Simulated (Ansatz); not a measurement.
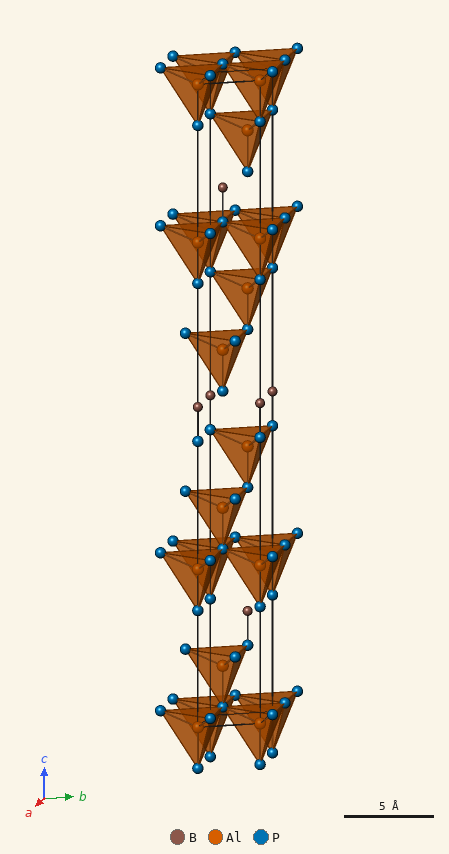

View slightly off an axis, drawn as a polyhedral model. One conventional unit cell is outlined, and atoms on its boundary appear in each equivalent place. Some atoms of the next cells are drawn as well.

Al3BP4, space group R3m (No. 160), a = 3.717 Å, b = 3.717 Å, c = 36.913 Å, α = 90.00°, β = 90.00°, γ = 120.00°. The structure comes from a structure type filled with these elements by a generator (whether the compound takes this form wasn't checked). Earlier steps of the study, as a rule a relaxation of our own, may have changed the cell and positions, so they can lie some per cent off the listed ones. A calculation with Ansatz used it as input.

This one geometry was computed with Ansatz (DFT, plane waves, PAW) at four levels of theory: PBE, PBE0, HSE06 and r2SCAN. It was relaxed beforehand with r2SCAN.

Q: Which level gives the highest pressure at this volume, and what does that say about its equilibrium volume?

A: Highest: PBE (1.3 GPa), which points to the largest equilibrium volume. Lowest, with the smallest volume: PBE0 (-0.4 GPa), HSE06 (-0.2 GPa) and r2SCAN (0.0 GPa). Levels within 0.5 GPa of each other can't be told apart.

Q: How does the band gap change with the level of theory?

A: PBE: a gap of 1.18 eV, direct; r2SCAN: a gap of 1.43 eV, direct; HSE06: a gap of 1.89 eV, indirect; PBE0: a gap of 2.59 eV, indirect.

Q: Collect the results in a table.

A:
| level | cutoff (eV) | k-mesh of the run's cell | gap (eV) | pressure (GPa) |
| --- | --- | --- | --- | --- |
| PBE | 420 | 8×8×8 | 1.18 | 1.3 |
| PBE0 | 420 | 4×4×4 | 2.59 | -0.4 |
| HSE06 | 420 | 4×4×4 | 1.89 | -0.2 |
| r2SCAN | 500 | 8×8×8 | 1.43 | 0.0 |

Gaps are taken on the k-mesh or band path of each run.
